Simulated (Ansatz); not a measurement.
Three curves of one kind of scan: energy against volume (even scaling of the relaxed cell, symmetry kept). All values below come from PBE (plane waves to 420 eV, PAW, scalar-relativistic; Ansatz, an electronic-structure program). Each is measured from its own zero (the relaxed starting cell). 

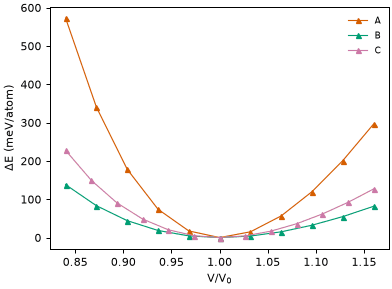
Curves A, B and C.

Q: Match the curves to these crystals:
- BeSe (zinc blende), a = b = c = 5.178 Å, α = β = γ = 90.00°
- Ir (fcc, Cu type), a = 3.8708 Å, b = 3.8708 Å, c = 3.8708 Å, α = 90.00°, β = 90.00°, γ = 90.00°
- SrVO₃ (cubic perovskite), a = b = c = 3.858 Å, α = β = γ = 90.00°

A: A is Ir; B is BeSe; C is SrVO3.

All were relaxed with their symmetry unable to fall. Ir is run without spin polarisation. Spin-orbit coupling is left out. SrVO3 is run without spin polarisation and with no Hubbard U.

(Under strain, the slope of the energy per volume gives the stress and its curvature an elastic modulus.)
